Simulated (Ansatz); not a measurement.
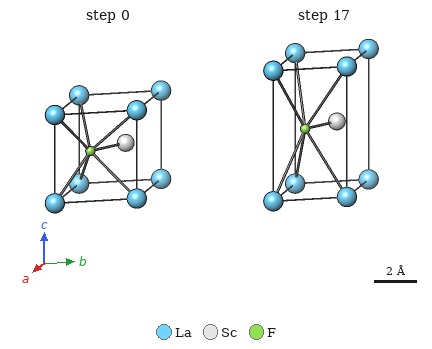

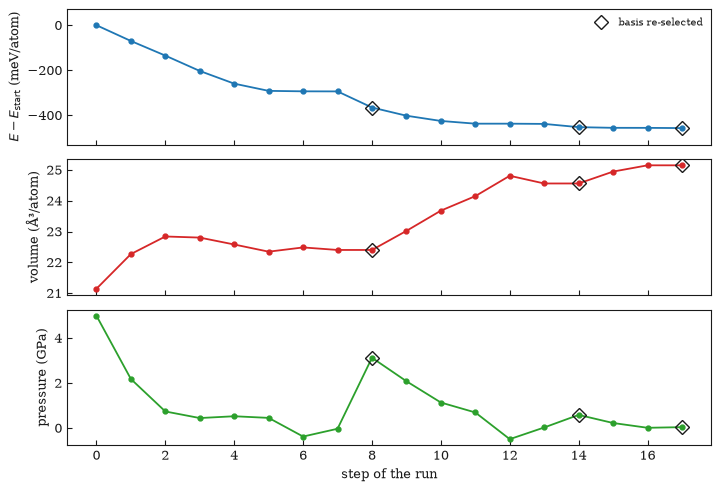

First and last geometry of a relaxation of a crystal of LaScF (a generated structure, set up in P-6m2) (coarse preliminary run), with the history of the run. The picture is a ball-and-stick view of the cell of the calculation, seen slightly off an axis.

Method: Ansatz 0.2.0, DFT PBE, scalar-relativistic, plane waves, PAW.

Input
```yaml
crystal:
  lattice:
    - [4.07576673, 0.0, 0.0]
    - [-2.03788336, 3.52971753, 0.0]
    - [0.0, 0.0, 4.40861861]
  atoms:
    - { symbol: La, position: [0.0, 0.0, 0.0] }
    - { symbol: Sc, position: [0.33333333, 0.66666667, 0.5] }
    - { symbol: F, position: [0.66666667, 0.33333333, 0.5] }
basis:
  ecutwfc: 420
kpoints:
  mp_grid: { grid: [6, 6, 4] }
hamiltonian:
  xc: pbe
scf:
  occupations: { method: gaussian, width: 0.1 }
  lower_state_search: "off"
output:
  forces: true
  stress: true
  eigenvalues: true
relax:
  adjacent_minimum: "off"
  f_tol: 0.04
  max_steps: 70
  cell: { stress_tol: 0.4 }
```

Command:
```bash
ansatz run input.yaml --threads 1 --pin off --max-ram 2560MiB --backend cpu --events-out ev --progress --plain --runs-dir out
```

Q: What do the curves and the structures tell?

A: It converged. Over 14 accepted moves (17 points after the start) the energy falls by 457 meV per atom. All forces vanish by symmetry, so only the cell relaxes. The pressure goes from 4.99 to 0.04 GPa. The SCF was repeated 3 times at an unchanged geometry on a basis and grid sized afresh for the cell, which shifted the energy by 71.5 meV per atom at most. No atom moves by more than 0.005 Å relative to the cell. The volume changes by +19.0 %, with a = b 4.076 → 3.657 Å (−10.3 %), c 4.409 → 6.515 Å (+47.8 %). Some distances before and after: La1–F3 3.224 → 3.882 Å, La1–Sc2 3.224 → 3.882 Å, Sc2–F3 2.353 → 2.111 Å. The space group stays P-6m2 (No. 187). The run took 4.2 min on 1 thread of Intel(R) Xeon(R) Processor @ 2.50GHz (Skylake/Cascade Lake), on a shared host, peak memory 0.41 GiB.
